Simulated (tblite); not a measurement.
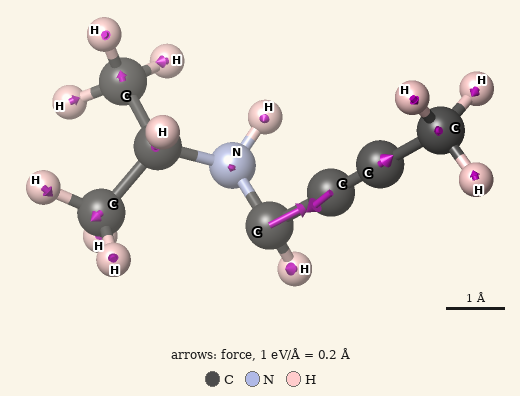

Starting geometry of C₇H₁₂N (multiplicity 2) with the computed forces as purple arrows. The picture is a ball-and-stick view, seen at a tilt.

These are results of GFN2-xTB geometry optimisation, gas phase in tblite 0.8.0, not measurements. 

> Is this structure relaxed? If not, where do the atoms go?

It isn't relaxed: the largest force vector, on a C atom, is 4.07 eV/Å. The final displacements have little in common with the starting forces (cosine between the two patterns 0.12). Over 251 geometry steps the energy falls by 1.583 eV. The atom that moves furthest after the best rigid fit is an H atom (3.69 Å). By element the largest moves are H 3.69 Å, C 1.92 Å, N 1.26 Å. Among the contacts that change: C–C 1.489 → 1.365 Å, C–H 1.129 → 1.087 Å, C–H 1.117 → 1.078 Å, C–N 1.423 → 1.385 Å. Among the angles between lasting bonds that change: C–C–N 109.8° → 122.5°, C–C–H 110.3° → 120.9°, C–N–C 112.7° → 120.1°. Groups turn about C–C by about 65°. The run took 2.5 s on 1 thread of AMD EPYC 7R43 64-Core Processor, with other jobs on the host.
